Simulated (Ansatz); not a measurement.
**singlet BNH4 at 6 levels**

Aim: a comparison of 6 runs (BLYP/STO-3G, CAM-B3LYP/STO-3G, SVWN5/STO-3G, r2SCAN/STO-3G, wB97M-V/STO-3G, CCSD/STO-3G) of singlet BNH4. 

Program for the calculation: Ansatz 0.2.0.

## 1. The molecule

The species is BNH4 (6 atoms), meant as a singlet with charge 0. SMILES of the parent species: `[BH2-]N`. The coordinates come from a GFN2-xTB relaxation. That shape belongs to the parent species and isn't relaxed for this state.

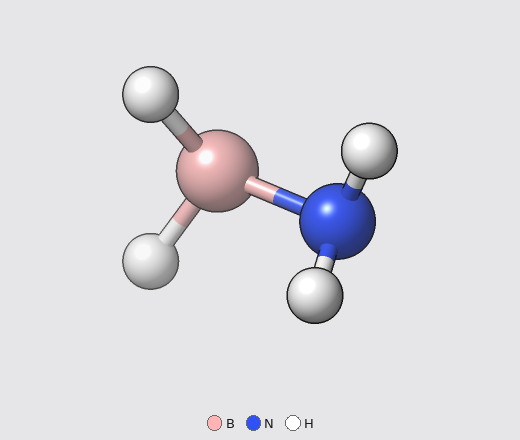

Viewed from a chosen angle; boron pink, nitrogen blue, hydrogen white.

## 2. A single-point energy at BLYP/STO-3G (run 1)

Contents of run.yaml:

```yaml
crystal:
  periodic: [false, false, false]
  atoms:
    - {symbol: B, position_ang: [-0.409200, -0.684370, 0.181230]}
    - {symbol: "N", position_ang: [-0.175110, 0.868880, 0.098520]}
    - {symbol: H, position_ang: [0.620240, -1.323070, 0.573900]}
    - {symbol: H, position_ang: [-0.807710, -1.131940, -0.915350]}
    - {symbol: H, position_ang: [0.296220, 1.134010, -0.776380]}
    - {symbol: H, position_ang: [0.475560, 1.136490, 0.838070]}
basis:
  gaussian:
    orbitals: STO-3G
hamiltonian:
  xc: {name: BLYP}
accuracy: high
```

Run with:

```sh
ansatz run run.yaml --threads 1 --pin off --max-ram 2610MiB --events-out events.jsonl --progress --plain --runs-dir runs
```

Standard output:

```text
Warning: RAYON_NUM_THREADS=1 ignored (pool sized by the plan → 1); use --threads N
Functional definition: BLYP
  name "BLYP"
  parameter beta = 0.0042
  parameter a = 0.04918
  parameter b = 0.132
  parameter c = 0.2533
  parameter d = 0.349
  exchange = b88_x(beta = beta)
  correlation = lyp_c(a = a, b = b, c = c, d = d)
230 factors; integrals over basis functions are off by at most 1.1e-8 eV
mean field evaluation 1: about -2198.9924 eV, gradient 1.8e1 eV
mean field evaluation 2: about -2174.0801 eV, gradient 8.4e1 eV
mean field evaluation 4: about -2200.2306 eV, gradient 1.2e0 eV
mean field evaluation 8: about -2200.1610 eV, gradient 8.0e-2 eV
mean field evaluation 16: about -2200.1610 eV, gradient 2.5e-6 eV
mean field -2200.16100194 eV, -80.8544254985 hartree, gradient 1.5e-8 eV, S^2 0.000000; 0 other end points of the search recorded, 0 dependent functions left out
reference -2200.16103744 eV, -80.8544268033 hartree; 8, 8 occupied and 6, 6 virtual orbitals, 230 factors
Total energy: -2200.16103744 eV, -80.8544268033 hartree
```

Wall time 0.76 s (1 thread of Arm Neoverse V2, shared host).

## 3. A single-point energy at CAM-B3LYP/STO-3G (run 2)

Contents of job.yaml:

```yaml
crystal:
  periodic: [false, false, false]
  atoms:
    - {symbol: B, position_ang: [-0.409200, -0.684370, 0.181230]}
    - {symbol: "N", position_ang: [-0.175110, 0.868880, 0.098520]}
    - {symbol: H, position_ang: [0.620240, -1.323070, 0.573900]}
    - {symbol: H, position_ang: [-0.807710, -1.131940, -0.915350]}
    - {symbol: H, position_ang: [0.296220, 1.134010, -0.776380]}
    - {symbol: H, position_ang: [0.475560, 1.136490, 0.838070]}
basis:
  gaussian:
    orbitals: STO-3G
accuracy: high
hamiltonian:
  xc: {name: CAM-B3LYP}
```

Run with:

```sh
ansatz run job.yaml --threads 1 --pin off --max-ram 2610MiB --events-out events.jsonl --progress --plain --runs-dir runs
```

Standard output:

```text
Warning: RAYON_NUM_THREADS=1 ignored (pool sized by the plan → 1); use --threads N
Functional definition: CAM-B3LYP
  name "CAM-B3LYP"
  parameter alpha = 0.19
  parameter beta = 0.46
  parameter omega = 0.33/bohr
  parameter ac = 0.81
  exchange = (1 - alpha - beta)*b88_x + beta*b88_x_sr(omega) + alpha*exact_x + beta*exact_x_lr(omega)
  correlation = (1 - ac)*vwn5_c + ac*lyp_c
230 factors; integrals over basis functions are off by at most 1.1e-8 eV
148 factors; integrals over basis functions are off by at most 1.1e-9 eV
mean field evaluation 1: about -2198.7577 eV, gradient 1.8e1 eV
mean field evaluation 2: about -2198.6973 eV, gradient 2.1e1 eV
mean field evaluation 4: about -2199.9810 eV, gradient 2.5e-1 eV
mean field evaluation 8: about -2199.9293 eV, gradient 4.6e-3 eV
mean field evaluation 16: about -2199.9293 eV, gradient 3.5e-8 eV
mean field -2199.92931252 eV, -80.8459110696 hartree, gradient 3.6e-8 eV, S^2 0.000000; 0 other end points of the search recorded, 0 dependent functions left out
reference -2199.92932516 eV, -80.8459115341 hartree; 8, 8 occupied and 6, 6 virtual orbitals, 230 factors
Total energy: -2199.92932516 eV, -80.8459115341 hartree
```

Wall time 0.8 s (1 thread of Arm Neoverse V2, shared host); peak memory 0.089 GiB.

Runs 3 to 5 aren't shown in full; the table further down has their settings and results.

## 4. A single-point energy at CCSD/STO-3G (run 6)

Contents of run.yaml:

```yaml
crystal:
  periodic: [false, false, false]
  atoms:
    - {symbol: B, position_ang: [-0.409200, -0.684370, 0.181230]}
    - {symbol: N, position_ang: [-0.175110, 0.868880, 0.098520]}
    - {symbol: H, position_ang: [0.620240, -1.323070, 0.573900]}
    - {symbol: H, position_ang: [-0.807710, -1.131940, -0.915350]}
    - {symbol: H, position_ang: [0.296220, 1.134010, -0.776380]}
    - {symbol: H, position_ang: [0.475560, 1.136490, 0.838070]}
basis:
  gaussian:
    orbitals: STO-3G
scf:
  omitted_lower_state_checks: [cluster_reference, increment]
accuracy: high
correlation:
  method: ccsd
  frozen_orbitals: {B: 1, H: 0, "N": 1}
```

Run with:

```sh
ansatz run run.yaml --threads 1 --pin off --max-ram 2610MiB --events-out events.jsonl --progress --plain --runs-dir runs
```

Standard output (excerpt; [...] marks lines left out):

```text
Warning: RAYON_NUM_THREADS=1 ignored (pool sized by the plan → 1); use --threads N
Functional definition: HF
  name "HF"
[...]
230 factors; integrals over basis functions are off by at most 1.1e-8 eV
[...]
mean field -2186.97342297 eV, -80.3697909102 hartree, gradient 2.7e-8 eV, S^2 0.000000; 0 other end points of the search recorded, 0 dependent functions left out
2 core orbitals not correlated: weight in the atoms' cores, before any rotation towards them, 1.000 or more for the frozen orbitals, at most 0.000 for the correlated occupied ones
reference -2186.97342297 eV, -80.3697909102 hartree; 6, 6 occupied and 6, 6 virtual orbitals, 230 factors
second order -2.49252703 eV of doubles, -0.00000000 eV of singles
cycle   1  -3.01572524 eV  change   -5.2e-1 eV  update   8.2e-2
[...]
cycle  21  -3.39836907 eV  change  -9.4e-10 eV  update  8.3e-10
Total energy: -2190.37179204 eV, -80.4946786701 hartree
Checks for a lower state left out: cluster_reference, increment
```

It took 0.1 s on 1 thread of Arm Neoverse V2, shared host.

## 5. The series

```
run             level  frozen core orbitals  energy (Eh)  wall time
  1       BLYP/STO-3G                     –   -80.854427     0.76 s
  2  CAM-B3LYP/STO-3G                     –   -80.845912      0.8 s
  3      SVWN5/STO-3G                     –   -80.121061     0.46 s
  4     r2SCAN/STO-3G                     –   -80.855257      1.4 s
  5    wB97M-V/STO-3G                     –   -80.878562       12 s
  6       CCSD/STO-3G                     2   -80.494679      0.1 s
```

## 6. Summary of results

| quantity | value |
| --- | --- |
| run 6: total energy | -80.49468 Eh |
| run 6: correlation energy (2 core orbitals frozen) | -124.9 mEh |
| run 6: T1 diagnostic | 0.034 |

Totals of different functionals can't be ranked against each other. In run 6 the T1 diagnostic is large, so a single reference may not serve. In runs 1, 2, 3, 4, 5, 6 the basis is minimal, so the values are rough. All runs together took 16 s, the longest 12 s.
